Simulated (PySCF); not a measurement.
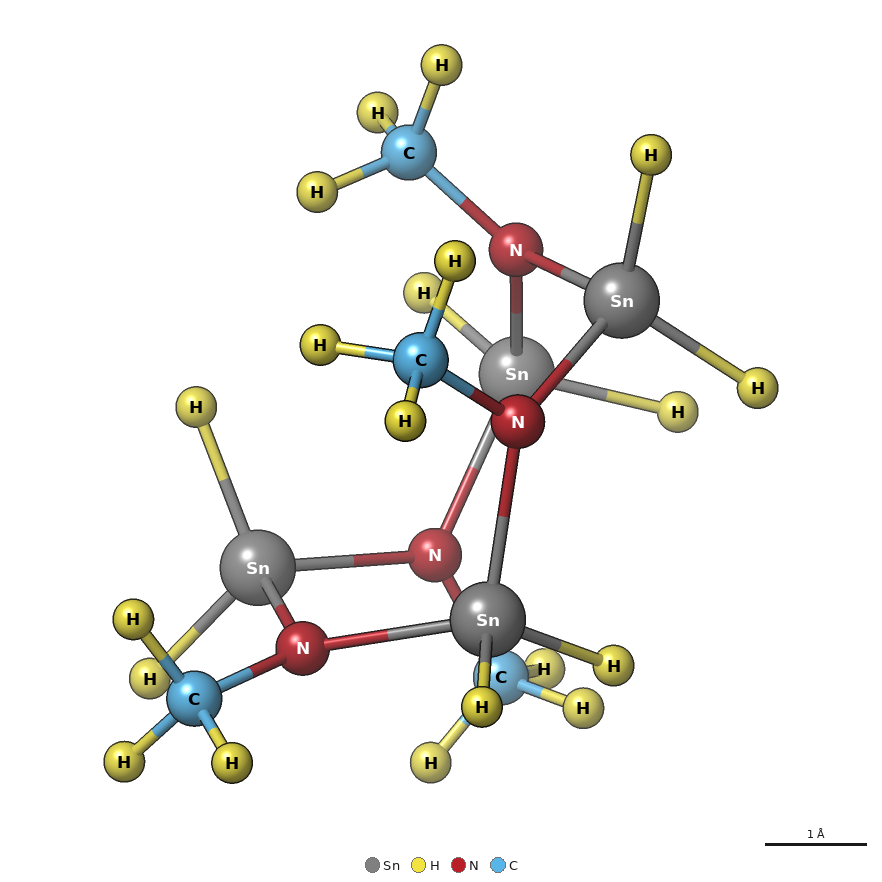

Atoms fade into the background with distance from the viewer. The geometry was computed by an optimisation with PBE0-D3(BJ)/def2-SVP. No frequency run is at hand to confirm it as a minimum. Masses are those of the most abundant isotopes; constants are for the rigid equilibrium geometry.

Question: Classify the rotor and give the rotational constants (GHz).

Answer: An asymmetric top (C1): A = 0.238, B = 0.215, C = 0.137 GHz. Ray's parameter κ is 0.55, nearer the oblate limit.
